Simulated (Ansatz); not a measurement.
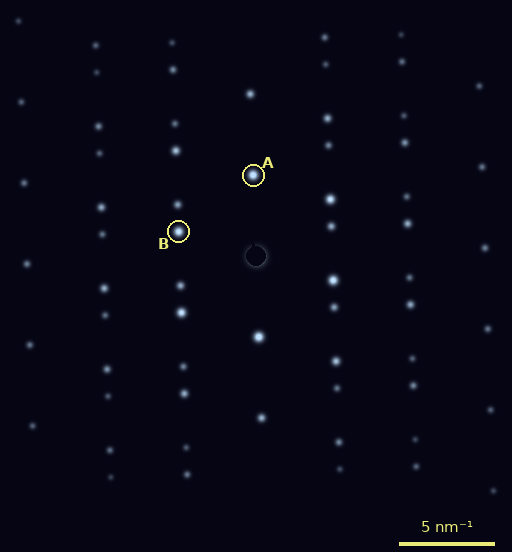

The pattern is a kinematic simulation for 300 kV electrons (no multiple scattering; isotropic B = 0.8 Å²). Two individuals of a reflection twin are superposed (a geometric construction: whether this twin forms is not tested; the second individual is smaller and so fainter). Crystal: Ag, space group Fm-3m (No. 225), a = 4.054 Å, zone axis [110]. Structure: the input geometry of an electronic-structure calculation (not necessarily at equilibrium).

In the first individual spot A is -1 1 -1 and spot B is -1 1 1.

Find the twin plane.

(1-11). The spot positions of the combined pattern are mirror-symmetric about the row through 1 -1 1 (d = 2.341 Å), which both individuals share, while a single individual has only symmetry 2mm without that mirror line. Friedel's law adds the mirror line at right angles, so a twin on (1-1-2) would give the same picture; the more widely spaced plane was used.

Which other reflections coincide?

Off the common row, 2 -2 -4, 1 -1 -5, 3 -3 -3 and their kin fall on spots of the second individual; about 18 % of the first individual's visible spots are shared.
